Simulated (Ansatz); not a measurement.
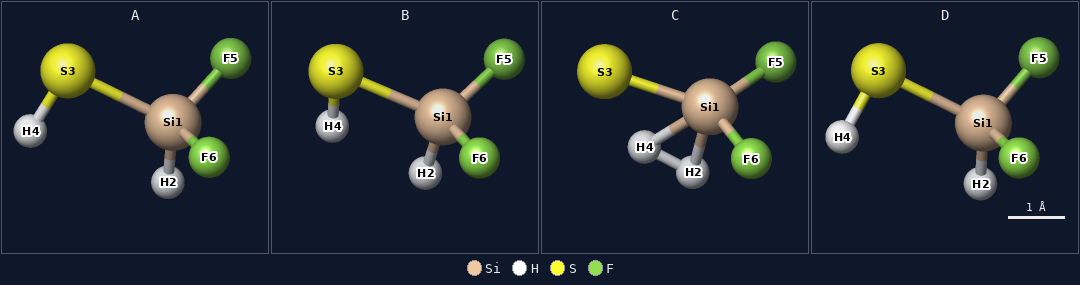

4 geometries from a converged minimum-energy path of SiH2SF2, shuffled. The picture is a ball-and-stick view, seen at a tilt.

The calculation used Ansatz, RKS B3LYP/def2-SVP. Set-up: 7 movable images; climbing image; force threshold 0.05 eV/Å; iteration limit 60; starting path through a guess of the saddle point.

**Which frame is the top of the path?**

C. In order along the path, whose images run from 0 to 8: D (image 0, 0.00 eV), A (image 1, +0.01 eV), B (image 3, +0.40 eV), C (image 5, +2.26 eV). Breaking: S3–H4 (1.35 → 1.88 at the top → 3.41 Å), Si1–H2 (1.48 → 1.69 at the top → 2.71 Å). Forming: H2–H4 (2.99 → 1.00 at the top → 0.76 Å).
